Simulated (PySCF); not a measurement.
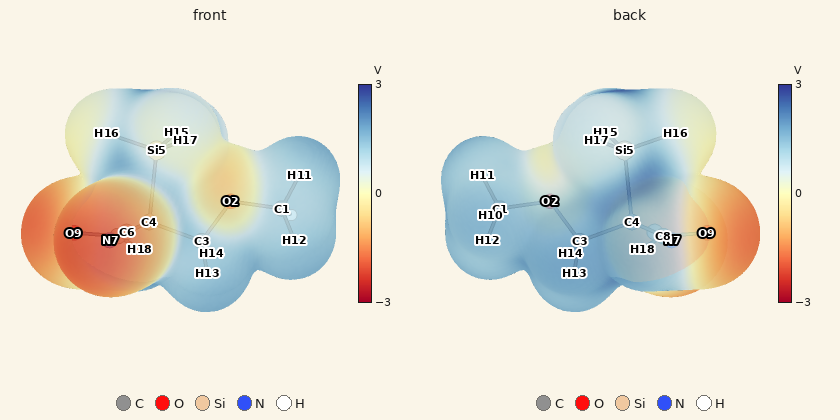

Figure. C5H9NO2Si. The molecular electrostatic potential painted on the density surface at 0.004 e/bohr³, seen from the front and from behind; the colour scale runs from red (negative) to blue (positive).

Geometry: GFN2-xTB.

The calculation used PBE0/pcSseg-1, SCF density, gas phase, non-relativistic (PySCF 2.14.0).

Input file:

```
{"job": {"kind": "nmr", "xc": "PBE0", "basis": "pcSseg-1"}, "charge": 0, "multiplicity": 1}
C      2.548450     0.551813    -0.304178
O      1.218941     0.264313     0.051929
C      0.525454    -0.567041    -0.848010
C     -0.918403    -0.550607    -0.375785
Si    -1.050056     1.085422     0.709492
C     -1.194287    -1.634437     0.512944
N     -1.377940    -2.511204     1.224473
C     -1.938173    -0.416979    -1.439996
O     -3.114204    -0.626588    -1.323495
H      2.595962     1.077308    -1.265161
H      2.949451     1.188842     0.480965
H      3.140825    -0.367060    -0.370254
H      0.955869    -1.579573    -0.848371
H      0.595869    -0.164280    -1.871074
H     -0.334792     0.893394     1.958510
H     -2.486628     1.212017     0.962780
H     -0.608713     2.191033    -0.134372
H     -1.516385    -0.040054    -2.396815
```

Launched as:

```sh
OMP_NUM_THREADS=1 python probes_run.py task.json out
```

> Which sites attract a positive test charge, and which a negative one?

A positive charge is drawn to the negative regions and a negative charge to the positive ones. The most negative region (about −2.1 V) lies over N7, the most positive (about +2.4 V) over Si5. N7 is the likeliest acceptor of a hydrogen bond.
